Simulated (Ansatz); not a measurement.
Starting cell, GaN (wurtzite):

```yaml
crystal:
  lattice:
    - [6.36625, 0.00000, 0.00000]
    - [-1.59156, 2.75667, 0.00000]
    - [0.00000, 0.00000, 5.18363]
  atoms:
    - { symbol: Ga, position: [0.33333, 0.33333, 0.00099] }
    - { symbol: Ga, position: [0.83333, 0.33333, 0.00099] }
    - { symbol: Ga, position: [0.16667, 0.66667, 0.50099] }
    - { symbol: Ga, position: [0.66667, 0.66667, 0.50099] }
    - { symbol: N, position: [0.33333, 0.33333, 0.62421] }
    - { symbol: N, position: [0.83333, 0.33333, 0.62421] }
    - { symbol: N, position: [0.16667, 0.66667, 0.12421] }
    - { symbol: N, position: [0.66667, 0.66667, 0.12421] }
```

A phonon eigenvector at M = (0.5, 0.0, 0.0) is frozen into this cell: atom i moves by Q times the vector below, so Q is the largest atomic displacement, in Å. The cell is held. (q is in reciprocal vectors of the primitive cell; the cell shown is doubled to hold the pattern.)

```
atom       x       y       z
----  ------  ------  ------
Ga1    0.813   0.470  -0.344
Ga2   -0.813  -0.470   0.344
Ga3    0.813   0.470   0.344
Ga4   -0.813  -0.470  -0.344
N5     0.131   0.075   0.159
N6    -0.131  -0.075  -0.159
N7     0.131   0.075  -0.159
N8    -0.131  -0.075   0.159
```

Level of theory: r2SCAN (plane waves to 500 eV, PAW, scalar-relativistic; Ansatz, a quantum-chemistry and plane-wave program). k mesh 6×12×7 (Γ-centred), Fermi-Dirac smearing 0.05 eV. The energy includes the smearing's −TS. GaN was relaxed with its symmetry unable to fall. ΔE is measured from the undisplaced structure.

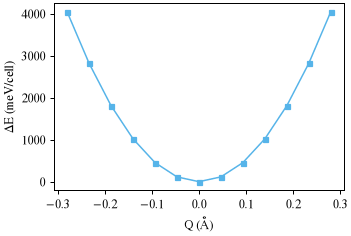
Figure. ΔE (meV/cell) against Q (Å); one marker a computed point.

What is the energy change at Q = 0.280 Å?

About 4000 meV/cell.

What harmonic wavenumber does the curvature at Q = 0 give?

About 320 cm⁻¹.

(For displaced atoms, the force is minus the slope of the energy, and its curvature is a force constant, which sets phonon frequencies.)
